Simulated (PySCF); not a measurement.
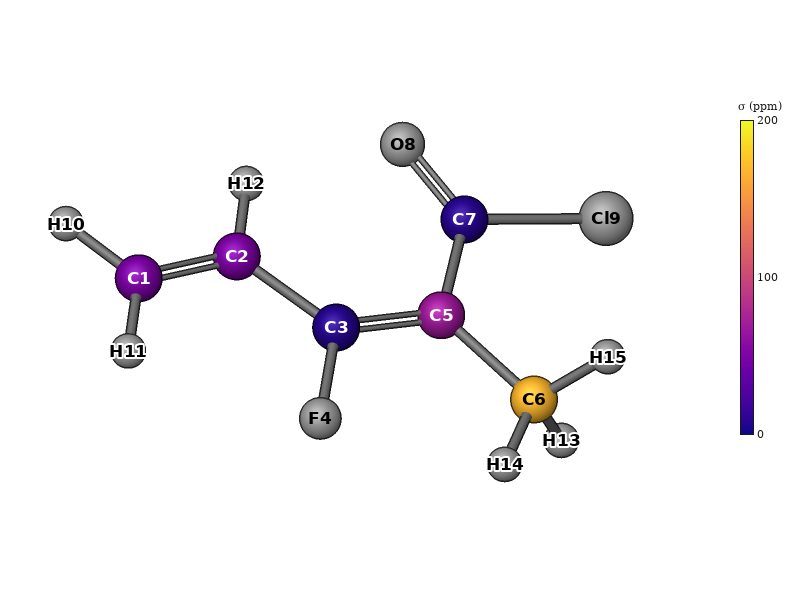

Atoms are coloured by their isotropic NMR shieldings (C only, the others grey). The geometry was computed by an optimisation with GFN2-xTB. No frequency run is at hand to confirm it as a minimum. Method: GIAO PBE0/pcSseg-1 NMR shielding, non-relativistic, gas phase (PySCF 2.14.0).

Give the isotropic NMR shieldings of the C atoms atom by atom.

| atom | σ (ppm) |
| --- | --- |
| C1 | 50.0 |
| C2 | 51.4 |
| C3 | 8.3 |
| C5 | 69.3 |
| C6 | 169.1 |
| C7 | 9.3 |
